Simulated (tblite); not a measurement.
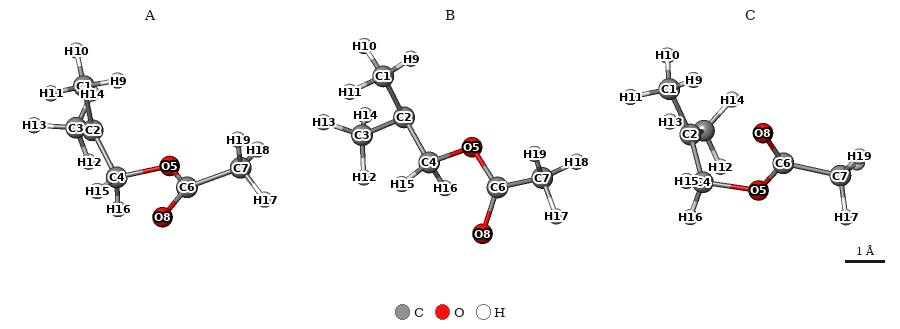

3 geometries from one relaxation of C$_{6}$H$_{11}$O$_{2}$ (multiplicity 2), in shuffled order. The picture is a ball-and-stick view, seen from a free direction.

Theory: tblite, GFN2-xTB geometry optimisation, gas phase. 

> Order the frames from highest to lowest energy.

B, A, C. They are steps 0, 101, 199, at +23.6 kcal/mol, +1.23 kcal/mol relative to the last. The atom that moves furthest after the best rigid fit is O8 (2.82 Å). Largest moves by element: O 2.82 Å, H 1.93 Å, C 1.09 Å. Near-neighbour distances that change, for instance: O5–C6 1.407 → 1.330 Å, C6–O8 1.265 → 1.203 Å, C1–H10 1.142 → 1.087 Å, C6–C7 1.474 → 1.509 Å. Bond angles that change, for instance: O5–C6–C7 122.1° → 110.6°, C1–C2–C3 109.1° → 120.6°, C3–C2–C4 110.8° → 119.6°. Groups turn about C6–C7 by about 125°, C4–O5 by about 100°. Over 199 geometry steps the energy falls by 23.6 kcal/mol.
